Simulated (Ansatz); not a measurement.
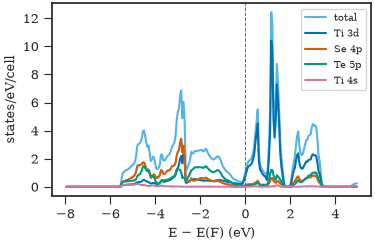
Fig. 1. Total and projected density of states of TiTeSe in space group P3m1 (No. 156; Ti on 1a, Te on 1c, Se on 1b), r²SCAN+D4 (plane waves, PAW; program Ansatz)

Which orbitals carry the states next to the Fermi level?

Within 0.5 eV of the Fermi level: Ti 3d 78 %, Se 4p 9 %, Te 5p 9 %. Projections are on Löwdin-orthogonalised atomic valence shells; empty p or d shells of many metals are not among them.

Where is the tallest occupied peak in this window, and what makes it?

Near -2.8 eV, about 6.9 states/eV per cell; the largest projected share is Se 4p.

The first step of the workflow began from a Materials Project structure, measured or hypothetical; the Crystallography Open Database copy checked does not list it. Whether it is the stable phase at ambient conditions was not checked. The r²SCAN+D4 relaxation kept the symmetry of its start; whether a distortion lowers the energy is not shown. No spin polarisation was allowed. Scalar-relativistic: spin–orbit coupling is off unless named, which matters more the heavier the elements.

Potentials: the later of the program's two PAW sets.
